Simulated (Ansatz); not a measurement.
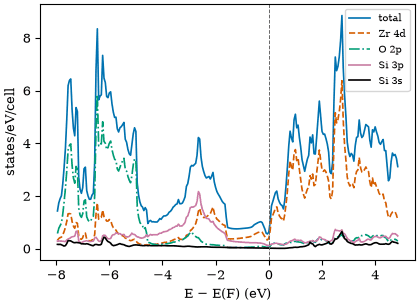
Figure. Total and projected density of states of ZrSiO in space group P4/nmm (No. 129; Zr on 2c, Si on 2a, O on 2c), LDA (plane waves, PAW; program Ansatz)

Q: Which orbitals carry the states next to the Fermi level?

A: Within 0.5 eV of the Fermi level: Zr 4d 68 %, Si 3p 14 %, O 2p 9 %, outside the projected shells 6 %. Projections are on Löwdin-orthogonalised atomic valence shells; empty p or d shells of many metals are not among them.

Q: Where is the tallest occupied peak in this window, and what makes it?

A: Near -6.4 eV, about 8.4 states/eV per cell; the largest projected share is O 2p.

The first step of the workflow began from a Materials Project structure, measured or hypothetical; the Crystallography Open Database copy checked does not list it. Whether it is the stable phase at ambient conditions was not checked. The LDA relaxation kept the symmetry of its start; of distortions, only those at the zone centre were tested. No spin polarisation was allowed. Scalar-relativistic: spin–orbit coupling is off unless named, which matters more the heavier the elements.

Potentials: the later of the program's two PAW sets.
